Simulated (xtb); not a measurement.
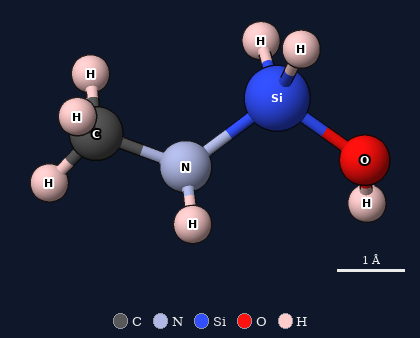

**Figure 1.** The input geometry (ball-and-stick view, seen on its broad side). Bond lengths as drawn: C–H 1.09 to 1.10 Å, C–N 1.44 Å, H–N 1.01 Å, H–O 0.95 Å, H–Si 1.46 Å, N–Si 1.72 Å and O–Si 1.63 Å.

## Run report: CH7NOSi, frequency calculation (part 1 of 2)

The run: frequency calculation of CH7NOSi, SMILES CN[SiH2]O. Method and program: GFN2-xTB (xtb 6.7.1).

The geometry was optimised with GFN2-xTB.

## Input (geom.xyz)
```
11
CH7NOSi
C     -1.16586     1.17725    -0.03516
N     -0.52280    -0.08728    -0.29517
Si     1.01765    -0.50701     0.34999
O      1.42573    -1.96994    -0.22988
H     -1.88610     1.40310    -0.82445
H     -0.40777     1.95693    -0.02141
H     -1.69044     1.19621     0.92720
H     -1.20191    -0.83094    -0.37898
H      1.11530    -0.75274     1.78726
H      1.91534     0.55331    -0.11181
H      1.40086    -2.13889    -1.16760
```

## File xtb.inp
```
$hess
   sccacc=0.3
$end
```

Machine: 1 thread of Intel Xeon @ 2.50GHz (Skylake/Cascade Lake), 189 GiB of memory available, shared host.

Command:
```bash
xtb geom.xyz --input xtb.inp --hess | tee geom.out
```

## The program's output
```
* xtb version 6.7.1
   ID    Z sym.   atoms
    1    6 C      1
    2    7 N      2
    3   14 Si     3
    4    8 O      4
    5    1 H      5-11

           -------------------------------------------------
          |                Calculation Setup                |
           -------------------------------------------------

          program call               : xtb geom.xyz --input xtb.inp --hess
          coordinate file            : geom.xyz
          omp threads                :                     1

           -------------------------------------------------
          |                 G F N 2 - x T B                 |
           -------------------------------------------------

      * Hamiltonian:
        H0-scaling (s, p, d)           1.850000    2.230000    2.230000
        zeta-weighting                 0.500000
      * Dispersion:
        s8                             2.700000
        a1                             0.520000
        a2                             5.000000
        s9                             5.000000
      * Repulsion:
        kExp                           1.500000    1.000000
        rExp                           1.000000
      * Coulomb:
        alpha                          2.000000
        third order                    shell-resolved
        anisotropic                    true
        a3                             3.000000
        a5                             4.000000
        cn-shift                       1.200000
        cn-exp                         4.000000
        max-rad                        5.000000

          ...................................................
          :                      SETUP                      :
          :.................................................:
          :  # basis functions                  29          :
          :  # atomic orbitals                  28          :
          :  # shells                           16          :
          :  # electrons                        26          :
          :  max. iterations                   250          :
          :  Hamiltonian                  GFN2-xTB          :
          :  restarted?                      false          :
          :  GBSA solvation                  false          :
          :  PC potential                    false          :
          :  electronic temp.          300.0000000     K    :
          :  accuracy                    1.0000000          :
          :  -> integral cutoff          0.2500000E+02      :
          :  -> integral neglect         0.1000000E-07      :
          :  -> SCF convergence          0.1000000E-05 Eh   :
          :  -> wf. convergence          0.1000000E-03 e    :
          :  Broyden damping             0.4000000          :
          :  net charge                          0          :
          :  unpaired electrons                  0          :
          ...................................................

 iter      E             dE          RMSdq      gap      omega  full diag
   1    -14.5978589 -0.145979E+02  0.582E+00    5.97       0.0  T
   2    -14.6363371 -0.384782E-01  0.342E+00    5.86       1.0  T
   3    -14.6393719 -0.303482E-02  0.193E+00    6.12       1.0  T
   4    -14.6395002 -0.128329E-03  0.809E-01    5.79       1.0  T
   5    -14.6395022 -0.197842E-05  0.510E-01    6.03       1.0  T
   6    -14.6402394 -0.737202E-03  0.103E-01    5.87       1.0  T
   7    -14.6402415 -0.206533E-05  0.218E-02    5.87       1.4  T
   8    -14.6402420 -0.546078E-06  0.920E-03    5.87       3.3  T
   9    -14.6402421 -0.763748E-07  0.382E-03    5.86       7.9  T
  10    -14.6402421 -0.582335E-08  0.863E-04    5.86      34.9  T
  11    -14.6402421 -0.779272E-09  0.258E-04    5.86     116.8  T

   *** convergence criteria satisfied after 11 iterations ***

         #    Occupation            Energy/Eh            Energy/eV
      -------------------------------------------------------------
         1        2.0000           -0.7469258             -20.3249
       ...           ...                  ...                  ...
         7        2.0000           -0.4960119             -13.4972
         8        2.0000           -0.4796726             -13.0526
         9        2.0000           -0.4636817             -12.6174
        10        2.0000           -0.4605310             -12.5317
        11        2.0000           -0.4286496             -11.6642
        12        2.0000           -0.4088749             -11.1261
        13        2.0000           -0.3632550              -9.8847 (HOMO)
        14                         -0.1477899              -4.0216 (LUMO)
        15                         -0.1337062              -3.6383
        16                         -0.0955870              -2.6011
        17                          0.0066557               0.1811
        18                          0.0146598               0.3989
       ...                                ...                  ...
        28                          0.8025776              21.8392
      -------------------------------------------------------------
                  HL-Gap            0.2154652 Eh            5.8631 eV
             Fermi-level           -0.2555225 Eh           -6.9531 eV

 SCC (total)                   0 d,  0 h,  0 min,  0.015 sec
 SCC setup                      ...        0 min,  0.000 sec (  1.215%)
 Dispersion                     ...        0 min,  0.000 sec (  0.857%)
 classical contributions        ...        0 min,  0.000 sec (  1.152%)
 integral evaluation            ...        0 min,  0.002 sec ( 12.801%)
 iterations                     ...        0 min,  0.008 sec ( 53.409%)
 molecular gradient             ...        0 min,  0.004 sec ( 28.768%)
 printout                       ...        0 min,  0.000 sec (  1.562%)

         :::::::::::::::::::::::::::::::::::::::::::::::::::::
         ::                     SUMMARY                     ::
         :::::::::::::::::::::::::::::::::::::::::::::::::::::
         :: total energy             -14.493661287497 Eh    ::
         :: gradient norm              0.000082056568 Eh/a0 ::
         :: HOMO-LUMO gap              5.863105333829 eV    ::
         ::.................................................::
         :: SCC energy               -14.640238154316 Eh    ::
         :: -> isotropic ES            0.047977665813 Eh    ::
         :: -> anisotropic ES          0.004554572024 Eh    ::
         :: -> anisotropic XC          0.003208107934 Eh    ::
         :: -> dispersion             -0.005388876056 Eh    ::
         :: repulsion energy           0.146576866819 Eh    ::
         :: add. restraining           0.000000000000 Eh    ::
         :: total charge               0.000000000000 e     ::
         :::::::::::::::::::::::::::::::::::::::::::::::::::::

           -------------------------------------------------
          |                Numerical Hessian                |
           -------------------------------------------------
step length          :   0.00500
SCC accuracy         :   0.30000
Hessian scale factor :   1.00000
frozen atoms in %    :   0.00000    0
RMS gradient         :   0.00008
estimated CPU  time      0.01 min

writing file <hessian>.

 projected vibrational frequencies (cm⁻¹)
eigval :       -0.00    -0.00    -0.00     0.00     0.00     0.00
eigval :      108.72   160.03   196.22   272.73   333.93   539.64
eigval :      553.73   597.40   754.84   786.99   807.53   840.07
eigval :      902.82  1066.38  1116.00  1165.98  1367.37  1424.45
eigval :     1493.72  1506.45  2226.47  2267.07  2900.77  2968.98
eigval :     3030.74  3426.63  3677.19
           -------------------------------------------------
          |                Property Printout                |
           -------------------------------------------------

    * Orbital Energies and Occupations

         #    Occupation            Energy/Eh            Energy/eV
      -------------------------------------------------------------
         1        2.0000           -0.7469244             -20.3248
         2        2.0000           -0.6465483             -17.5935
         3        2.0000           -0.6162648             -16.7694
         4        2.0000           -0.5660156             -15.4021
         5        2.0000           -0.5415881             -14.7374
         6        2.0000           -0.5138880             -13.9836
         7        2.0000           -0.4960128             -13.4972
         8        2.0000           -0.4796721             -13.0525
         9        2.0000           -0.4636805             -12.6174
        10        2.0000           -0.4605303             -12.5317
        11        2.0000           -0.4286494             -11.6641
        12        2.0000           -0.4088750             -11.1261
        13        2.0000           -0.3632552              -9.8847 (HOMO)
        14                         -0.1477890              -4.0215 (LUMO)
        15                         -0.1337053              -3.6383
        16                         -0.0955862              -2.6010
        17                          0.0066565               0.1811
        18                          0.0146602               0.3989
        19                          0.0902960               2.4571
        20                          0.1575019               4.2858
        21                          0.1699814               4.6254
        22                          0.1905522               5.1852
        23                          0.2102515               5.7212
        24                          0.2612095               7.1079
       ...                                ...                  ...
        28                          0.8025785              21.8393
      -------------------------------------------------------------
                  HL-Gap            0.2154662 Eh            5.8631 eV
             Fermi-level           -0.2555221 Eh           -6.9531 eV

     #   Z          covCN         q      C6AA      α(0)
     1   6 C        3.715    -0.025    21.145     6.570
     2   7 N        2.588    -0.336    28.666     7.952
     3  14 Si       3.466     0.519   101.632    19.595
     4   8 O        1.576    -0.495    22.838     6.449
     5   1 H        0.924     0.034     2.537     2.491
     6   1 H        0.925     0.032     2.552     2.498
     7   1 H        0.924     0.016     2.796     2.615
     8   1 H        0.861     0.140     1.469     1.899
     9   1 H        0.919    -0.081     4.948     3.479
    10   1 H        0.918    -0.099     5.536     3.680
    11   1 H        0.810     0.295     0.734     1.345
```
